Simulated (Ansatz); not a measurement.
Cr (bcc, W type), conventional cell a = b = c = 2.848 Å, α = β = γ = 90.00°. The calculation uses the primitive cell of 1 atom, to which meshes and values per cell refer.

Equation-of-state scan: isotropic scaling of the cell above, V₀ being its volume. Symmetry pins the atoms to their sites.

Computed with PBE (plane waves to 420 eV, PAW, scalar-relativistic; Ansatz, an electronic-structure program). k mesh 23×23×23 (Γ-centred), Fermi-Dirac smearing 0.05 eV. Energies are smeared free energies. Cr is run without spin polarisation. Cr was relaxed with its symmetry unable to fall. Real Cr orders magnetically; this run has no moments, which shifts volume and moduli. ΔE is measured from the relaxed starting cell.

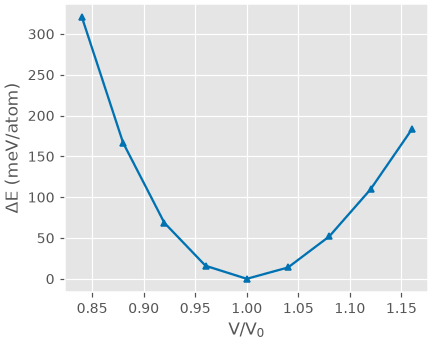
*ΔE (meV/atom) against V/V₀; markers are the computed points, lines only join them.*

Task: What is ΔE at V/V₀ = 1.160?

Result: About 180 meV/atom.

Task: What is ΔE at V/V₀ = 0.840?

Result: About 320 meV/atom.

Task: What bulk modulus B₀ follows from a third-order Birch-Murnaghan fit?

Result: About 260 GPa.

(Under strain, the slope of the energy per volume gives the stress and its curvature an elastic modulus.)
